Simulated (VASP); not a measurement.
Band structure of Li$_{2}$S (antifluorite). All values below come from TPSS meta-GGA, VASP's PBE PAW potentials (set 64) (plane waves; VASP).

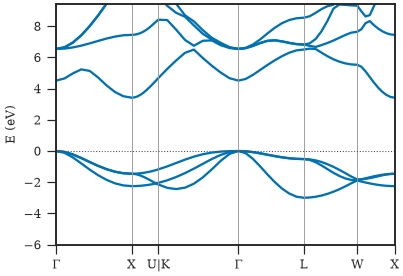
Figure. Bands along high-symmetry lines, zero at the valence-band maximum or, without a gap, the Fermi level

Q: Read the plot: is there a gap, and where are the band edges?

A: The gap is indirect, 3.42 eV, from the valence maximum at Γ to the conduction minimum at X.

The compound is Li2S in the antifluorite structure. It was relaxed first.
